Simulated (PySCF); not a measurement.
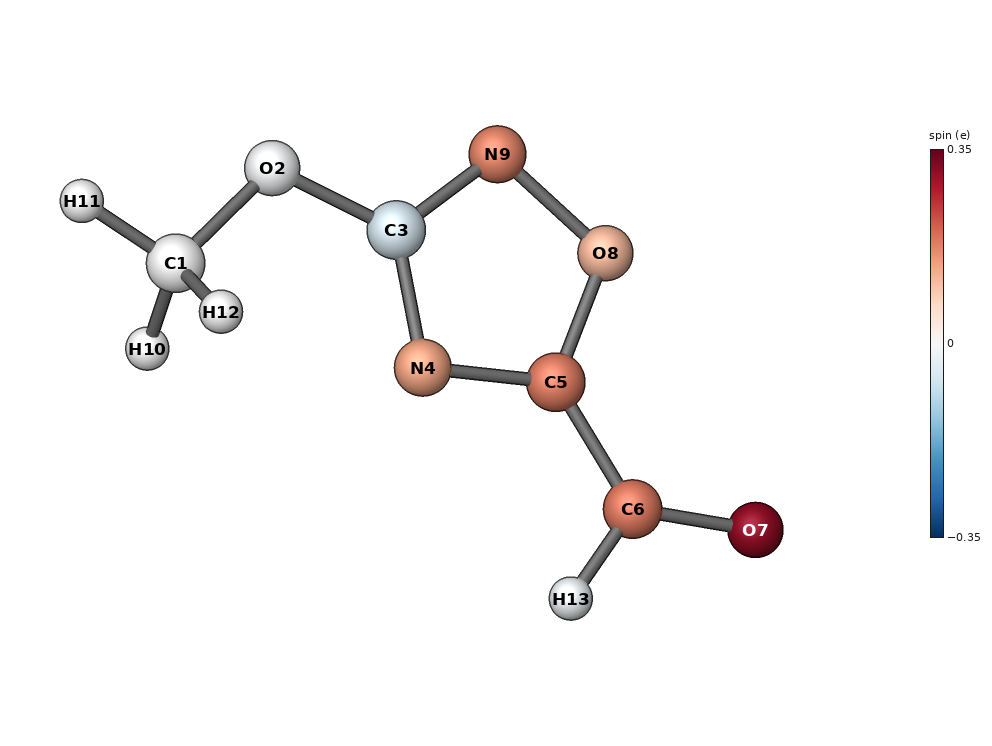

Atoms are coloured by their Mulliken spin populations. State: charge −1, doublet. The geometry was computed by an optimisation with GFN2-xTB. No frequency run is at hand to confirm it as a minimum. Method: UKS B3LYP, pcH-1 on C H N O, non-relativistic (PySCF 2.14.0).

### Which atom carries the largest spin population?

O7 (0.31 e).

### Which atom has the lowest spin population?

C3 (−0.06 e); a negative value comes from spin polarisation.

Give the Mulliken spin populations atom by atom.

```tsv
atom	value (e)
C1	0.00
O2	−0.01
C3	−0.06
N4	0.13
C5	0.18
C6	0.18
O7	0.31
O8	0.11
N9	0.17
H10	0.00
H11	0.00
H12	0.00
H13	−0.02
```

Mulliken values depend strongly on the basis set.
